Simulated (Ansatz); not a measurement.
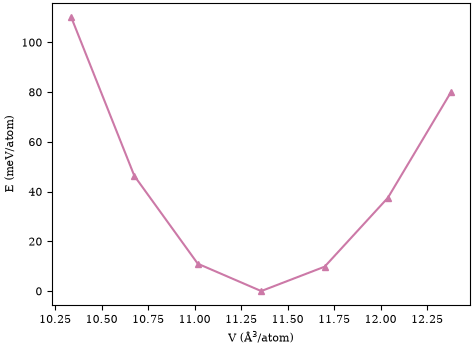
*TaN in space group P-62m (No. 189; Ta on 1a, Ta on 2d, N on 3f) under volume change, r²SCAN in the plane-wave PAW code Ansatz, shape and atoms relaxed at each volume.*

What does a third-order Birch–Murnaghan fit give for V₀, B₀ and B′?

V₀ = 11.36 Å³/atom, B₀ = 325 GPa, B′ = 4.3.

Symmetry was held in the r²SCAN relaxation. No spin polarisation was allowed. Spin–orbit coupling is left out wherever it is not named.

Potentials: the later of the program's two PAW sets.
